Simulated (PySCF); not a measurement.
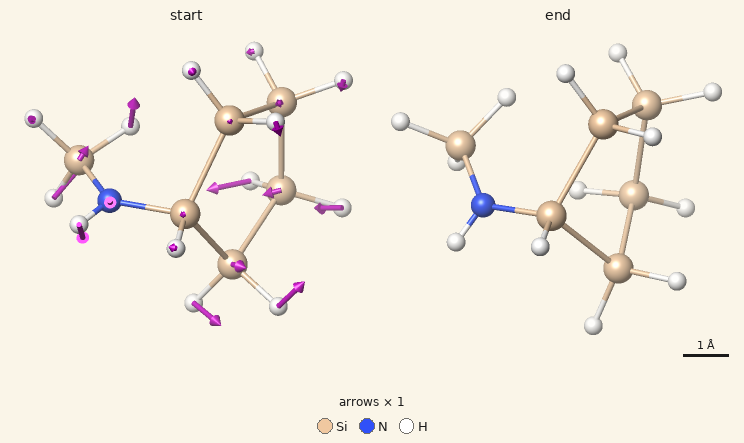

The structure of Si6NH13 before (left) and after (right) a relaxation, at one scale. The purple arrows give the displacements, at their true length.

Style: ball-and-stick. Shown at a tilt.

The start comes from GFN2-xTB. Its atoms were then displaced at random by about 0.01 Å.

All numbers below come from PySCF 2.14.0, density-fitted response routines, PBE0-D3(BJ)/def2-SVP geometry optimisation, gas phase. 

**What changed between the two?**

An H atom moves most after the best rigid fit: 1.17 Å. By element the largest moves are H 1.17 Å, Si 0.49 Å, N 0.38 Å. Near-neighbour distances that change, for instance: H–Si 1.434 → 1.497 Å, Si–Si 2.316 → 2.355 Å, H–Si 1.466 → 1.497 Å, H–N 0.997 → 1.018 Å. Bond angles that change, for instance: N–Si–H 100.1° → 109.6°, Si–Si–Si 108.7° → 100.6°, H–Si–H 102.1° → 108.6°. Groups turn about N–Si by about 35°, Si–Si by about 30°, Si–Si by about 25°. Over 23 geometry steps the energy falls by 0.451 eV. Cost: 14 min on 1 thread of Arm Neoverse N1, on a shared host.
